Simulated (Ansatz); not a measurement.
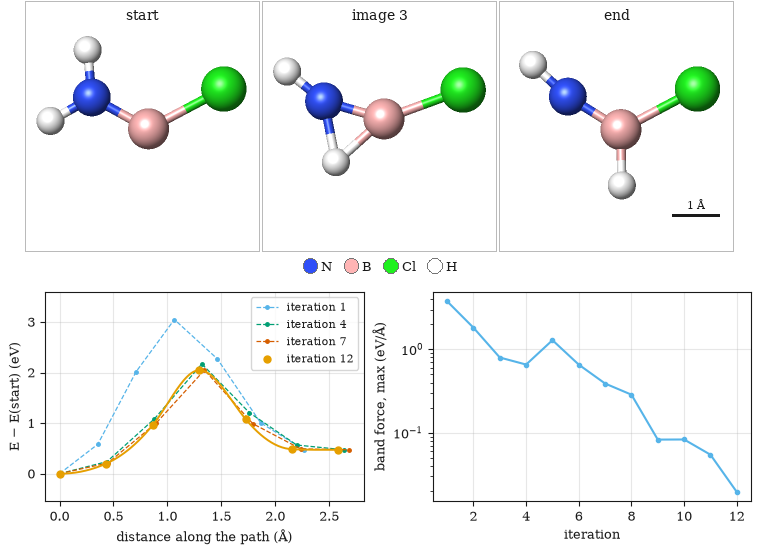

NEB run on BNH2Cl (multiplicity 2). Images are numbered from 0 (start) to 6 (end). The plot follows the band through its iterations. Style: ball-and-stick. Shown face on.

All numbers below come from UKS PBE/6-31G in Ansatz 0.2.0. Run with 5 movable images; climbing image; force threshold 0.03 eV/Å; iteration limit 60; starting path through a guess of the saddle point.

> Judge this run.

The result is final at these settings. The band converged in 12 iterations. The largest component of the band force went from 3.8 to 0.019 eV/Å. The climbing image converged on the top of the path. Its vibrational analysis gives one imaginary mode (1703i cm⁻¹), as a transition state must have. The first iteration put the highest image at 3.05 eV. Forward barrier 2.05 eV, backward barrier 1.57 eV, with image 3 at the top; the reaction energy is +0.47 eV.

Cost: 3.2 min on 1 thread of AMD EPYC (Zen 3), on a shared host, peak memory 0.11 GiB.
